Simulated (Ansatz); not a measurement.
# Stretching the linear Tc chain, part 3 of 3

Aim: how do moment and conductance of the linear Tc chain follow its length?

Ansatz 0.2.0; DFT LDA, plane waves, PAW; relaxation of a chain's period (the session's first sound run).

So far, conductance of the lead as this run defines it (G₀): step 3 (At a set period, period over the relaxed period 0.88 …) 6.00; step 7 (period over the relaxed period 1.04, k-mesh 1×1×37) 6.00; step 8 (period over the relaxed period 1.08, k-mesh 1×1×35) 6.00; step 9 (period over the relaxed period 1.13, k-mesh 1×1×34) 5.00; step 10 (period over the relaxed period 1.2, k-mesh 1×1×32) 4.66. Also absolute moment (μB): step 9 2.03; step 10 2.54.

### Step 11. At a set period, period over the relaxed period 1.3, k-mesh 1×1×29

Level of this step: DFT LDA, plane waves, PAW; channels and complex bands of a perfect chain (Ansatz).

The period is set to 1.3 times the relaxed one: longer bonds narrow the bands.

The cell differs from the one that the last finished run ended in (c 2.558 → 2.771 Å).

input.yaml reads:

```yaml
crystal:
  lattice:
    - [7.5, 0.0, 0.0]
    - [0.0, 7.5, 0.0]
    - [0.0, 0.0, 2.7712866911]
  atoms:
    - { symbol: Tc, position: [0.5, 0.5, 0.0], spin: 2.0 }
magnetization:
  spin_polarized: true
kpoints:
  mp_grid: { grid: [1, 1, 29] }
scf:
  occupations: { method: fermi_dirac, width: 0.05 }
hamiltonian:
  xc: lda
output:
  transmission:
    e_range: [-2, 2]
    de: 0.035
    kmesh: [1, 1]
    reduced_basis: true
    leads: [[0, 0]]
  stress: true
```

Command:

```bash
ansatz run input.yaml --threads 4 --pin off --max-ram 8192MiB --backend cpu --events-out ev --progress --plain --runs-dir out
```

Numbers of over 12 decimals in the logs are rounded to 6 here.

The log of the run:

```text
[...]
Crystal: 1 atoms, lattice volume = 155.885 Å³
Basis set: ecut = 500 eV, 3923 PW (Γ)
Bands: 13, of which v1, the nominal top of the filled ones, is band 8 counted from 1 (7 counted from 0)
Symmetry: 16 space group operations
[...]
k-points: 15 of 29
[...]
Starting moments: Σ|m| = 2 μB on 1 of 1 site
[...]
--- Transmission ---
  basis      : 593 plane waves across, 4 finite elements along
  points     : 1, standing for a mesh of 1 x 1
[...]
crystal 0  : Tc1, at the sites [0, 0], period 2.7713 Å: whole cells are its period
[...]
filled         : 3.2 meV under the level at which it is neutral
    channels       : 3.000000e0 up, 4.000000e0 down
[...]
[key lines of the parts left out:]
SCF converged after 10 iterations
Magnetization: 3.7425 μB (9.3713 up, 5.6287 down)
Free energy (F): -5274.817039 eV
Fermi energy:    -1.949608 eV
P = ⅓ Tr σ = -2.0484 GPa (-20.484 kbar)
```

Elapsed: 18 s, on 4 threads of Arm Neoverse V1, shared host; peak memory 0.44 GiB; 65 s of CPU time.

Open channels of the lead against energy, zero at the Fermi level:

```
energy (eV)  spin up  spin down
     -2.000        3          1
     -1.510        6          1
     -0.985        4          1
     -0.495        4          3
     -0.005        3          4
      0.485        1          6
      1.010        1          6
      1.500        1          4
```

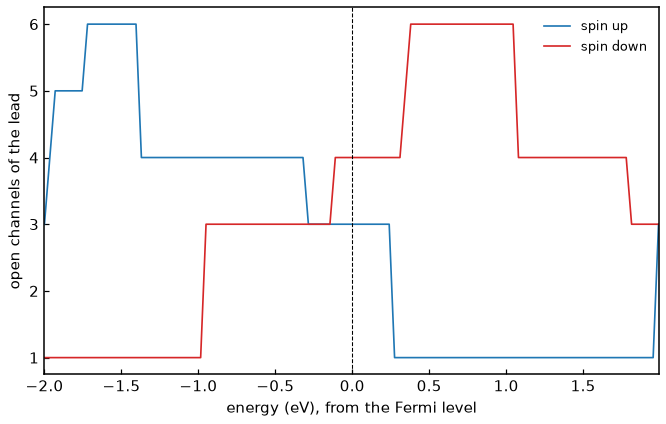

Open channels of the lead against energy.

At the computed energy nearest the Fermi level there are 3 spin-up and 4 spin-down channels, and the thermal average gives 3.49 G₀. The change of length costs 1.551 eV a cell and leaves an absolute moment of 3.74 μB a cell.

### Step 12. The series together

Times are for 4 threads of Arm Neoverse V1, shared host. The runs compared:

```
no.  period over the relaxed period  conductance of the lead as this run defines it (G₀)  absolute moment (μB)  energy at zero smearing less the lowest (eV)  time  memory (GiB)
  1                            0.88                                                6.000                     0                                         1.291  28 s          0.49
  2                            0.92                                                6.000                     0                                        0.4807  28 s          0.48
  3                            0.96                                                6.000                     0                                        0.1018  26 s          0.48
  4                               1                                                6.000                     0                                             0  23 s          0.47
  5                            1.04                                                6.000                     0                                       0.08437  16 s           0.4
  6                            1.08                                                6.000                     0                                        0.2956  21 s          0.45
  7                            1.13                                                4.996                 2.034                                        0.6411  24 s          0.54
  8                             1.2                                                4.663                 2.538                                         1.043  24 s          0.48
  9                             1.3                                                3.493                 3.743                                         1.551  18 s          0.44
```

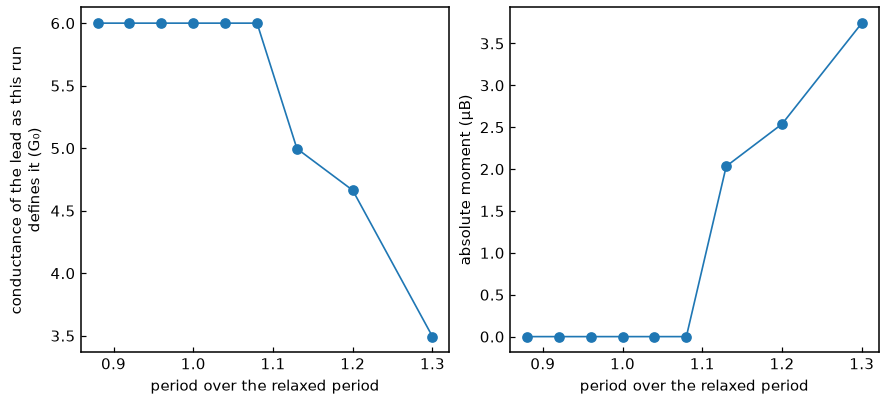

The series as plots.

### Step 13. The same system on other settings

This step: DFT b3, plane waves, PAW; channels and complex bands of a perfect chain; changed: hamiltonian.xc = "b3-lyp", scf.max_iter = 80 (Ansatz 0.2.0).

The input of the run at the relaxed period is made doubtful on purpose.

input.yaml, the sections that differ from step 11:

```yaml
crystal:
  lattice:
    - [7.5, 0.0, 0.0]
    - [0.0, 7.5, 0.0]
    - [0.0, 0.0, 2.1317589931]
  atoms:
    - { symbol: Tc, position: [0.5, 0.5, 0.0], spin: 2.0 }
kpoints:
  mp_grid: { grid: [1, 1, 38] }
scf:
  occupations: { method: fermi_dirac, width: 0.05 }
  max_iter: 80
hamiltonian:
  xc: b3-lyp
# magnetization, output: as in step 11
```

The log of the run:

```text
Error: YAML parse error: error: line 16 column 7: hamiltonian.xc: unknown variant `b3-lyp`, expected one of `lda`, `lda-pw`, `pw92`, `pbe`, `pbesol`, `rpbe`, `revpbe`, `blyp`, `pbe0`, `revpbe0`, `b3lyp`, `b3lyp5`, `hse06`, `wpbeh`, `hiss`, `lc_wpbe`, `cam_b3lyp`, `hf`, `r2scan`, `r2scanh`, `r2scan0`, `r2scan50`, `mr2scan`
  --> <input>:16:7
   |
14 |   max_iter: 80
15 | hamiltonian:
16 |   xc: b3-lyp
   |       ^ hamiltonian.xc: unknown variant `b3-lyp`, expected one of `lda`, `lda-pw`, `pw92`, `pbe`, `pbesol`, `rpbe`, `revpbe`, `blyp`, `pbe0`, `revpbe0`, `b3lyp`, `b3lyp5`, `hse06`, `wpbeh`, `hiss`, `lc_wpbe`, `cam_b3lyp`, `hf`, `r2scan`, `r2scanh`, `r2scan0`, `r2scan50`, `mr2scan`
17 | output:
18 |   transmission:
   |
```

Elapsed: 0.01 s, on 4 threads; peak memory 0.06 GiB.

The input was rejected at the start.

The program's message: “Error: YAML parse error: error: line 16 column 7: hamiltonian.xc: unknown variant `b3-lyp`, expected one of `lda`, `lda-pw`, `pw92`, `pbe`, `pbesol`, `rpbe`, `revpbe`, `blyp`, `pbe0`, `revpbe0`, `b3ly …”

The change that led to it: hamiltonian.xc = "b3-lyp".

### Step 14. Outcome

```
relaxed cell length              : 2.132 Å
conductance at period × 0.88     : 6.00 G₀
conductance at period × 1.0      : 6.00 G₀
conductance at period × 1.13     : 5.00 G₀
conductance at period × 1.3      : 3.49 G₀
absolute moment at period × 0.88 : 0 μB
absolute moment at period × 1.0  : 0 μB
absolute moment at period × 1.3  : 3.74 μB
```

What this shows: In these runs no moment survives at the shortest period, and one is present from a factor of 1.13 on: longer bonds narrow the bands, which favours exchange splitting. The conductance goes from 6.00 G₀ at the shortest period to 3.49 G₀ at the longest, while the magnetic state changes too. Transport is coherent and elastic here: the atoms are frozen, so scattering by vibrations plays no part. No search over magnetic orders was made; another may lie lower. For the perfect chain only parallel moments were started; its antiparallel and spiral orders were not tested. Conductances of a perfect chain off the multiples of half a G0 come from band edges within the thermal window; the square box also splits pairs of bands that an isolated chain keeps degenerate, which moves such edges. The lead's cell of one atom keeps the chain straight and evenly spaced; a zigzag or dimerised form may lie lower.

[Logs are printed without paths, hosts, clocks, repeated set-up lines and the standing remarks that a program may print on its own settings, such as how far it seeks lower states.]

[Hosts, paths, dates, database ids (printed as entryN), source tags and the programs' standing remarks are cut or masked in the printed files.]
